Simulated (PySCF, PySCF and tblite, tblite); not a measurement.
# C7H9B: a path driven as ring inversion, and NMR exchange, part 2 of 2

PySCF and tblite. Atoms count from 0. Earlier steps stand in the parts before.

### Step 8. The path in numbers

What the job is given:

```
{"job": {"smiles": "BC1=CCC=CC=C1", "charge": 0, "mult": 1, "motion": "ring", "what": "7-membered ring", "atoms": [1, 2, 3, 4, 5, 6, 7], "ring": [1, 2, 3, 4, 5, 6, 7], "study": "path", "level": {"kind": "nmr", "xc": "CAM-B3LYP", "basis": "pcSseg-1", "solvent": "dimethylsulfoxide"}, "fields": [100, 360, 800], "first": 1, "seed": 646, "kind": "path"}, "charge": 0, "multiplicity": 1}
B      2.558161    -0.033673     0.675894
C      1.135211    -0.081151     0.085975
C      0.336075    -1.157185     0.316284
C     -0.943206    -1.363097    -0.416600
C     -1.810250    -0.385123     0.308787
C     -1.670096     0.934467     0.108014
C     -0.605889     1.519664    -0.649386
C      0.656699     1.033078    -0.699120
H      3.337823     0.743542     0.280775
H      2.865340    -0.792187     1.511547
H      0.623167    -1.900007     1.047207
H     -1.313894    -2.382900    -0.340651
H     -0.838079    -1.073397    -1.465330
H     -2.553008    -0.770047     0.992574
H     -2.385971     1.617923     0.546631
H     -0.808690     2.481950    -1.103758
H      1.409611     1.620174    -1.208751
```

Output:

```text
stationary points (kcal/mol above the start)
  n  kind          group   xTB      DFT    lowest mode
  0  minimum      C1       0.00     0.00     128.9
  1  saddle       Cs       9.35     6.23    -104.9
  2  minimum      C1       0.00     0.00     128.7

GFN2-xTB energies: T/K, barrier G, reaction G (kcal/mol), k forward, k back (1/s)
 150.00     9.33    -0.00     0.0787     0.0784
 200.00     9.38    -0.00        235        235
 250.00     9.45    -0.00   2.88e+04   2.88e+04
 298.15     9.53    -0.00   6.43e+05   6.42e+05
 350.00     9.64    -0.00      7e+06   6.99e+06
 400.00     9.76    -0.00   3.88e+07   3.88e+07
 500.00    10.04    -0.00   4.25e+08   4.25e+08

CAM-B3LYP/pcSseg-1 + D3(BJ), IEF-PCM dimethylsulfoxide energies: T/K, barrier G, reaction G (kcal/mol), k forward, k back (1/s)
 150.00     6.21    -0.00   2.76e+03   2.75e+03
 200.00     6.26    -0.00   6.03e+05   6.02e+05
 250.00     6.33    -0.00   1.54e+07   1.53e+07
 298.15     6.41    -0.00   1.24e+08   1.24e+08
 350.00     6.52    -0.00    6.2e+08    6.2e+08
 400.00     6.64    -0.00   1.97e+09   1.96e+09
 500.00     6.92    -0.00   9.81e+09   9.81e+09
```

Run time: 52 s. Hardware: 1 thread of Intel Xeon 6975P-C, shared host; peak memory 1 GiB. This counts the whole study up to here.

Barriers by level (kcal/mol; entropies in cal/(mol K)). Zero-point and thermal terms come from xTB in every row. ΔG‡ leaves symmetry out; the rate counts one path; effective ΔG‡, where given, is the barrier that would give that rate by Eyring's equation alone:

```tsv
level	ΔE‡	with zero-point	ΔH‡	ΔS‡	ΔG‡ (298 K)	ΔE of reaction	k at 298 K (1/s)	effective ΔG‡
GFN2-xTB	9.35	9.34	8.98	-1.8	9.53	0.00	6.4e+05	9.53
CAM-B3LYP/pcSseg-1 + D3(BJ), IEF-PCM dimethylsulfoxide	6.23	6.22	5.86	-1.8	6.41	0.00	1.2e+08	6.41
```

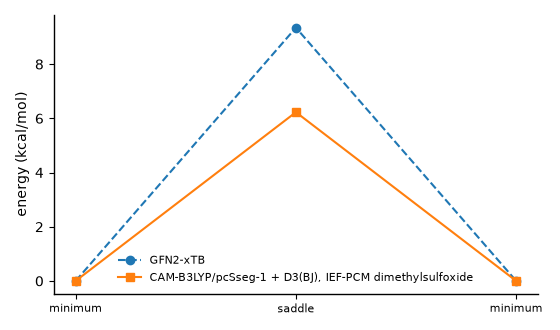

The xTB stationary points, at both levels.

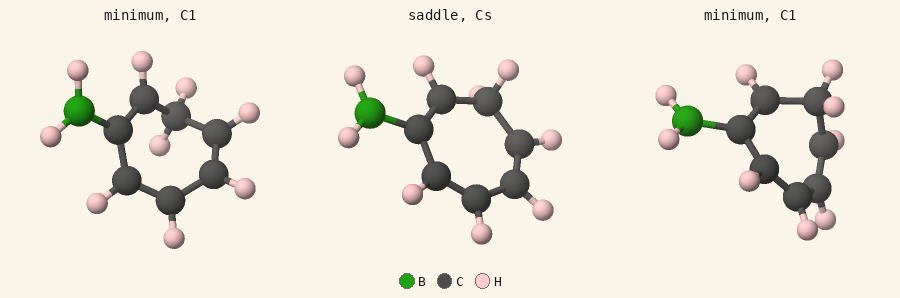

The stationary points in order.

Sites that the driver pairs across this motion, and where their lines would merge (no couplings; faster rotations or exchange between molecules can average them sooner):

```tsv
nucleus	sites: shielding (ppm)	proton frequency (MHz)	spread (Hz)	coalescence (K)	lines at 298 K
$^{1}$H	H11: 28.04; H12: 31.13	100	309	141	1
$^{1}$H	H11: 28.04; H12: 31.13	360	1114	149	1
$^{1}$H	H11: 28.04; H12: 31.13	800	2474	155	1
```

### Step 9. Shieldings, start: PBE0/6-31++G**

What the job is given:

```
{"job": {"kind": "nmr", "xc": "PBE0", "basis": "6-31++G**", "pop": false}, "charge": 0, "multiplicity": 1}
B      2.558161    -0.033673     0.675894
C      1.135211    -0.081151     0.085975
C      0.336075    -1.157185     0.316284
C     -0.943206    -1.363097    -0.416600
C     -1.810250    -0.385123     0.308787
C     -1.670096     0.934467     0.108014
C     -0.605889     1.519664    -0.649386
C      0.656699     1.033078    -0.699120
H      3.337823     0.743542     0.280775
H      2.865340    -0.792187     1.511547
H      0.623167    -1.900007     1.047207
H     -1.313894    -2.382900    -0.340651
H     -0.838079    -1.073397    -1.465330
H     -2.553008    -0.770047     0.992574
H     -2.385971     1.617923     0.546631
H     -0.808690     2.481950    -1.103758
H      1.409611     1.620174    -1.208751
```

Output:

```text
coarse grid: 14272 points
cycle   1  E = -296.6157597869  dE =  1.163e+00  |g| = 3.720e-01  |ddm| = 6.880e+00
cycle   2  E = -296.6063460106  dE =  9.414e-03  |g| = 4.275e-01  |ddm| = 7.272e+00
cycle   3  E = -296.6561381679  dE = -4.979e-02  |g| = 9.795e-02  |ddm| = 3.603e+00
cycle   4  E = -296.6582904017  dE = -2.152e-03  |g| = 4.450e-02  |ddm| = 5.844e-01
cycle   5  E = -296.6588230312  dE = -5.326e-04  |g| = 9.841e-03  |ddm| = 3.126e-01
cycle   6  E = -296.6588511194  dE = -2.809e-05  |g| = 1.917e-03  |ddm| = 8.882e-02
cycle   7  E = -296.6588519928  dE = -8.734e-07  |g| = 6.930e-04  |ddm| = 7.207e-03
final grid: 138016 points
cycle   8  E = -296.5921450403  dE = -5.413e-05  |g| = 8.007e-03  |ddm| = 2.083e-01
cycle   9  E = -296.5921400416  dE =  4.999e-06  |g| = 9.267e-03  |ddm| = 9.384e-02
cycle  10  E = -296.5921636591  dE = -2.362e-05  |g| = 1.185e-03  |ddm| = 5.597e-02
cycle  11  E = -296.5921640076  dE = -3.485e-07  |g| = 4.969e-04  |ddm| = 1.208e-02
cycle  12  E = -296.5921640758  dE = -6.820e-08  |g| = 1.080e-04  |ddm| = 2.434e-03
cycle  13  E = -296.5921640786  dE = -2.811e-09  |g| = 4.071e-05  |ddm| = 5.787e-04
cycle  14  E = -296.5921640790  dE = -4.131e-10  |g| = 1.506e-05  |ddm| = 1.851e-04
converged SCF energy = -296.5921640790

GIAO shielding tensors (ppm)
atom      isotropic    diamagn.    paramagn.     s11        s22        s33       span
  0 B       44.368     204.086    -159.718     -2.209      7.802    127.511    129.720
  1 C       58.644     241.993    -183.349    -21.354      9.504    187.781    209.135
  2 C       68.151     272.820    -204.669      3.041     40.716    160.697    157.656
  3 C      163.026     255.036     -92.011    140.706    169.385    178.985     38.279
  4 C       89.937     262.726    -172.789     20.783     71.140    177.889    157.106
  5 C       73.979     266.119    -192.140    -24.584     71.750    174.772    199.356
  6 C       74.243     268.443    -194.200    -25.347     71.774    176.302    201.649
  7 C       62.633     277.534    -214.901    -35.244     55.638    167.505    202.749
  8 H       24.657      31.014      -6.357     19.300     26.374     28.297      8.996
  9 H       24.839      32.685      -7.846     18.913     26.771     28.833      9.920
 10 H       25.471      33.697      -8.227     20.169     26.777     29.466      9.297
 11 H       28.312      28.957      -0.645     23.280     26.681     34.976     11.696
 12 H       30.958      34.208      -3.250     25.559     27.111     40.203     14.644
 13 H       26.261      29.585      -3.324     21.010     26.731     31.042     10.033
 14 H       24.921      28.882      -3.961     21.826     25.171     27.767      5.940
 15 H       24.507      29.062      -4.554     21.138     25.286     27.099      5.961
 16 H       23.827      32.373      -8.547     21.062     23.601     26.816      5.753
```

Run time: 18 s. Hardware: 1 thread of Intel Xeon 6975P-C, shared host; peak memory 0.85 GiB.

This run: HOMO -6.77 eV, LUMO -1.64 eV; dipole 1.72 D.

### Step 10. Single-point energy, saddle of leg 1: PBE0/6-31++G**

What the job is given:

```
{"job": {"kind": "sp", "xc": "PBE0", "basis": "6-31++G**", "pop": false}, "charge": 0, "multiplicity": 1}
B      2.745697    -0.158697     0.286213
C      1.211409    -0.022046     0.118888
C      0.466518    -1.142763     0.231671
C     -0.999271    -1.432756     0.139674
C     -1.988301    -0.339506    -0.133718
C     -1.809281     0.962971    -0.329626
C     -0.580302     1.728144    -0.337459
C      0.678843     1.315258    -0.150278
H      3.443656     0.775876     0.196479
H      3.218957    -1.205916     0.505132
H      1.015514    -2.057437     0.433583
H     -1.291791    -1.923075     1.081158
H     -1.128413    -2.204417    -0.635071
H     -3.005237    -0.716035    -0.169256
H     -2.696635     1.558122    -0.511710
H     -0.728355     2.785532    -0.524187
H      1.446989     2.076745    -0.201493
```

Output:

```text
coarse grid: 14272 points
cycle   1  E = -296.5984925424  dE =  1.116e+00  |g| = 3.821e-01  |ddm| = 1.104e+01
cycle   2  E = -296.5808812123  dE =  1.761e-02  |g| = 4.643e-01  |ddm| = 8.830e+00
cycle   3  E = -296.6411991471  dE = -6.032e-02  |g| = 1.178e-01  |ddm| = 3.348e+00
cycle   4  E = -296.6446533744  dE = -3.454e-03  |g| = 4.240e-02  |ddm| = 6.883e-01
cycle   5  E = -296.6451417230  dE = -4.883e-04  |g| = 9.076e-03  |ddm| = 5.956e-01
cycle   6  E = -296.6451645196  dE = -2.280e-05  |g| = 2.533e-03  |ddm| = 1.390e-01
cycle   7  E = -296.6451660811  dE = -1.562e-06  |g| = 9.580e-04  |ddm| = 2.000e-02
final grid: 138016 points
cycle   8  E = -296.5789333300  dE = -4.475e-05  |g| = 8.066e-03  |ddm| = 4.828e-01
cycle   9  E = -296.5789269928  dE =  6.337e-06  |g| = 9.491e-03  |ddm| = 1.276e-01
cycle  10  E = -296.5789523181  dE = -2.533e-05  |g| = 1.348e-03  |ddm| = 8.574e-02
cycle  11  E = -296.5789527961  dE = -4.780e-07  |g| = 4.114e-04  |ddm| = 1.519e-02
cycle  12  E = -296.5789528418  dE = -4.573e-08  |g| = 9.766e-05  |ddm| = 2.683e-03
cycle  13  E = -296.5789528438  dE = -2.012e-09  |g| = 5.007e-05  |ddm| = 7.251e-04
cycle  14  E = -296.5789528444  dE = -6.355e-10  |g| = 1.239e-05  |ddm| = 3.310e-04
converged SCF energy = -296.5789528444
```

Wall time 9.3 s (1 thread of Intel Xeon 6975P-C, shared host); peak memory 0.64 GiB.

Key values: HOMO -6.01 eV, LUMO -2.15 eV; dipole 1.87 D.

### Step 11. Second level: PBE0/6-31++G** + D3(BJ)

The job, as its differences from that of step 8:

```diff
@@ -1,2 +1,2 @@
-{"job": {"smiles": "BC1=CCC=CC=C1", "charge": 0, "mult": 1, "motion": "ring", "what": "7-membered ring", "atoms": [1, 2, 3, 4, 5, 6, 7], "ring": [1, 2, 3, 4, 5, 6, 7], "study": "path", "level": {"kind": "nmr", "xc": "CAM-B3LYP", "basis": "pcSseg-1", "solvent": "dimethylsulfoxide"}, "fields": [100, 360, 800], "first": 1, "seed": 646, "kind": "path"}, "charge": 0, "multiplicity": 1}
+{"job": {"smiles": "BC1=CCC=CC=C1", "charge": 0, "mult": 1, "motion": "ring", "what": "7-membered ring", "atoms": [1, 2, 3, 4, 5, 6, 7], "ring": [1, 2, 3, 4, 5, 6, 7], "study": "path", "level": {"kind": "nmr", "xc": "PBE0", "basis": "6-31++G**", "wide": true}, "fields": [100, 360, 800], "first": 1, "seed": 646, "kind": "pathvar"}, "charge": 0, "multiplicity": 1}
 B      2.558161    -0.033673     0.675894
```

Output:

```text
stationary points (kcal/mol above the start)
  n  kind          group   xTB      DFT    lowest mode
  0  minimum      C1       0.00     0.00     128.9
  1  saddle       Cs       9.35     8.76    -104.9
  2  minimum      C1       0.00     0.00     128.7

GFN2-xTB energies: T/K, barrier G, reaction G (kcal/mol), k forward, k back (1/s)
 150.00     9.33    -0.00     0.0787     0.0784
 200.00     9.38    -0.00        235        235
 250.00     9.45    -0.00   2.88e+04   2.88e+04
 298.15     9.53    -0.00   6.43e+05   6.42e+05
 350.00     9.64    -0.00      7e+06   6.99e+06
 400.00     9.76    -0.00   3.88e+07   3.88e+07
 500.00    10.04    -0.00   4.25e+08   4.25e+08

CAM-B3LYP/pcSseg-1 + D3(BJ), IEF-PCM dimethylsulfoxide energies: T/K, barrier G, reaction G (kcal/mol), k forward, k back (1/s)
 150.00     6.21    -0.00   2.76e+03   2.75e+03
 200.00     6.26    -0.00   6.03e+05   6.02e+05
 250.00     6.33    -0.00   1.54e+07   1.53e+07
 298.15     6.41    -0.00   1.24e+08   1.24e+08
 350.00     6.52    -0.00    6.2e+08    6.2e+08
 400.00     6.64    -0.00   1.97e+09   1.96e+09
 500.00     6.92    -0.00   9.81e+09   9.81e+09

PBE0/6-31++G** + D3(BJ) energies: T/K, barrier G, reaction G (kcal/mol), k forward, k back (1/s)
 150.00     8.75    -0.00      0.567      0.565
 200.00     8.79    -0.00   1.03e+03   1.03e+03
 250.00     8.86    -0.00   9.41e+04    9.4e+04
 298.15     8.94    -0.00   1.74e+06   1.73e+06
 350.00     9.05    -0.00   1.63e+07   1.63e+07
 400.00     9.17    -0.00   8.14e+07   8.14e+07
 500.00     9.45    -0.00   7.68e+08   7.68e+08
```

It took 79 s on 1 thread of Intel Xeon 6975P-C, shared host; peak memory 1 GiB. This counts the runs that the step sums up.

Barriers by level (kcal/mol; entropies in cal/(mol K)). Zero-point and thermal terms come from xTB in every row. ΔG‡ leaves symmetry out; the rate counts one path; effective ΔG‡, where given, is the barrier that would give that rate by Eyring's equation alone:

```tsv
level	ΔE‡	with zero-point	ΔH‡	ΔS‡	ΔG‡ (298 K)	ΔE of reaction	k at 298 K (1/s)	effective ΔG‡
GFN2-xTB	9.35	9.34	8.98	-1.8	9.53	0.00	6.4e+05	9.53
CAM-B3LYP/pcSseg-1 + D3(BJ), IEF-PCM dimethylsulfoxide	6.23	6.22	5.86	-1.8	6.41	0.00	1.2e+08	6.41
PBE0/6-31++G** + D3(BJ)	8.76	8.75	8.39	-1.8	8.94	0.00	1.7e+06	8.94
```

### Step 12. What came out

The summary covers parts 1 to 2.

| quantity | value |
| --- | --- |
| barrier (CAM-B3LYP/pcSseg-1 + D3(BJ), IEF-PCM dimethylsulfoxide) | ΔE‡ 6.2, ΔG‡(298 K) 6.4 kcal/mol |
| barrier (GFN2-xTB) | ΔE‡ 9.3 kcal/mol |
| rate at 298 K | 1.2e+08 s⁻¹ |
| end of the path | the start, renumbered or mirrored |
| coalescence of $^{1}$H H11 | 155 K at 800 MHz |

In words: The barrier is 6.2 kcal/mol at the DFT level (xTB: 9.3); with thermal terms and the count of paths the DFT value gives a rate of 1.2e+08 s⁻¹ at 298 K. An error of 1.4 kcal/mol changes that rate tenfold. The $^{1}$H lines of H11 and its partners, 2474 Hz apart at 800 MHz, merge at 155 K, so by this path alone the exchange at 298 K is fast for them; other paths were not followed. PBE0/6-31++G** + D3(BJ) moves the barrier from 6.2 to 8.8 kcal/mol.
